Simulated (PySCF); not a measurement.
Si(Cl)(GeH3)3, H9ClGe3Si, SMILES Cl[Si]([GeH3])([GeH3])[GeH3] at its B3LYP/def2-SVP optimised geometry (Å):

```
14

Cl     1.0780     1.2638    -3.6326
Si     0.3310     0.2308    -1.9411
Ge     1.1595     1.3900     0.0000
Ge    -2.0714     0.3087    -2.0852
Ge     1.1718    -2.0215    -2.0775
H      2.7025     1.3900     0.0000
H      0.6634     0.6966     1.2889
H      0.6612     2.8504     0.0000
H     -2.5474    -0.3631    -3.3901
H     -2.7025    -0.4341    -0.8859
H     -2.5578     1.7730    -2.0721
H      0.6782    -2.6948    -3.3752
H      2.7147    -2.0139    -2.0759
H      0.6785    -2.8504    -0.8701
```

Computed with B3LYP/def2-TZVP run with PySCF. Cells within 0.4 Å of a nucleus heavier than hydrogen are left out (blank, or x).

Map of the Laplacian of the electron density (e/bohr⁵), clipped to [-1.50, 1.50] on the plane z = 0.0 Å:

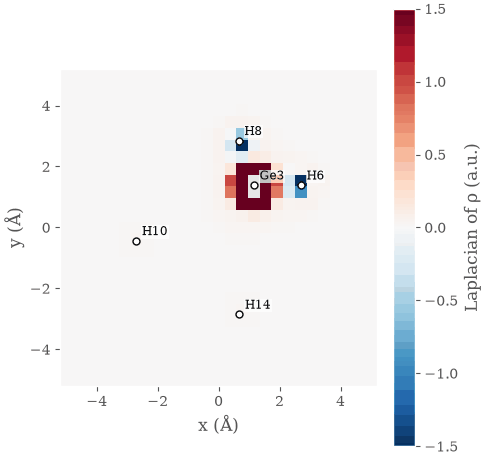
Figure: Laplacian of the electron density (e/bohr⁵), clipped to [-1.50, 1.50] on the plane z = 0.0 Å.
